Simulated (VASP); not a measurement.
Band structure of NiAu (space group R-3m). Computed with PBE GGA, VASP's PBE PAW potentials (set 64) (plane waves; VASP).

Unless said otherwise, spin-orbit coupling is left out, though it shifts the bands of the heavy elements here.

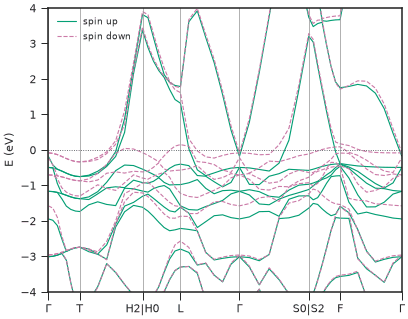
*Bands along high-symmetry lines, zero at the valence-band maximum or, without a gap, the Fermi level*

Question: Read the plot: is there a gap, and where are the band edges?

Answer: It has no gap at this level: it comes out as a metal or semimetal.

The structure was generated: NiAu was put into an ordered model structure, which need not be its known phase. The cell was not relaxed at this level. The k-mesh is coarse (spacing up to 0.33 per Å, 2π included), so the numbers may not be converged in it.
